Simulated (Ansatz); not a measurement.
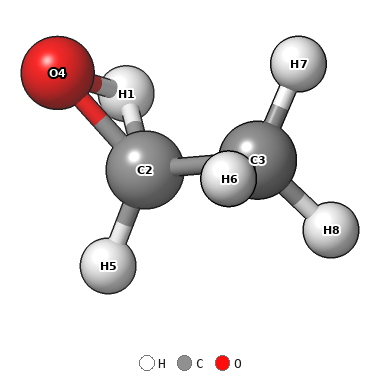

The system is the reacting system C₂H₅O (one molecule; an intramolecular 1,2-shift), spin multiplicity 2; the picture shows the reference structure. The first coordinate is: distance H1–O4 (bond that forms); the second: distance H1–C2 (bond that breaks). Relaxed at each point: all other coordinates. The scan uses an 11 × 11 grid. Points are written as (first, second). Energies: kcal/mol, counted from a guessed transition structure relaxed with its forming and breaking bonds held. Energies and slopes of some neighbouring points disagree (a jump in structure or state, or too coarse a mesh). These are results of Ansatz, UKS PBE0-D4/def2-SVP, not measurements.

Its coordinates:

```xyz
8

H    -0.9358   -1.3555    0.2178
C     0.0576   -0.5735    0.3390
C     0.1910    0.6853   -0.4495
O    -0.9801   -0.6983    1.2320
H     0.9827   -1.1255    0.5870
H     0.5874    1.4925    0.1942
H    -0.7875    1.0167   -0.8267
H     0.8847    0.5581   -1.2936
```

Range: distance H1–O4 (bond that forms) from 0.873 to 2.673 Å; distance H1–C2 (bond that breaks) from 0.963 to 2.463 Å.

> Predict the map.

The lowest grid point is at (0.974 Å, 1.923 Å), −39.3 kcal/mol from a guessed transition structure relaxed with its forming and breaking bonds held. Other grid points that lie below all their neighbours: (2.026 Å, 1.164 Å) (9.3 kcal/mol higher). The highest grid point, (0.873 Å, 0.963 Å), lies 108.5 kcal/mol above the lowest.

```
second ↓, first →  0.873  0.974  1.114  1.273  1.446  1.630  1.824  2.026  2.235  2.451  2.673
            2.463   14.0   −3.4   −6.9   −0.4    0.5   −0.7   −2.4   −3.5   −4.2   −5.1   −5.7
            2.278   −9.0  −23.3  −21.5   −9.3   −1.3    0.5   −0.4   −1.6   −3.2   −4.5   −5.0
            2.098  −25.1  −35.3  −28.4   −8.8    1.0    4.0    2.8    0.0   −2.4   −3.7   −3.8
            1.923  −32.6  −39.3  −28.6   −5.7    9.2    5.6    4.8    0.8   −2.0   −3.0   −1.9
            1.755  −32.2  −36.5  −23.7    0.4   25.2   13.1    5.2   −0.2   −2.7   −2.4    1.4
            1.594  −25.0  −28.4  −15.4    5.4   18.2    9.6    0.4   −4.7   −5.9   −2.8    7.2
            1.440  −12.4  −16.5   −7.4    4.3    6.4   −1.8   −9.6  −13.5  −13.0   −8.2    5.6
            1.296    4.3   −3.4   −2.0    0.4   −4.6  −13.6  −20.7  −23.5  −22.3  −13.8    5.8
            1.164   23.6   10.1    3.8   −1.9  −11.6  −21.6  −28.3  −30.0  −26.8  −12.4   10.5
            1.047   46.1   27.5   14.2    2.1  −10.9  −21.8  −27.8  −28.6  −20.8   −1.8   21.6
            0.963   69.2   46.9   28.6   12.5   −2.5  −13.7  −19.1  −18.5   −6.6   14.7   37.5
```

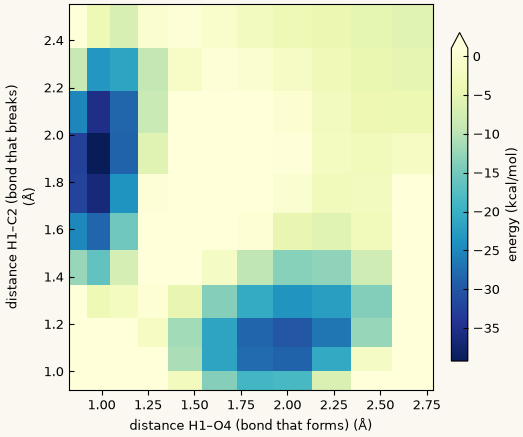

The picture shows one coloured cell a grid point, one colour for all values above the top of the scale.

The whole map (121 points run) took 49 min on 1 thread of Arm Neoverse V1 (shared host).
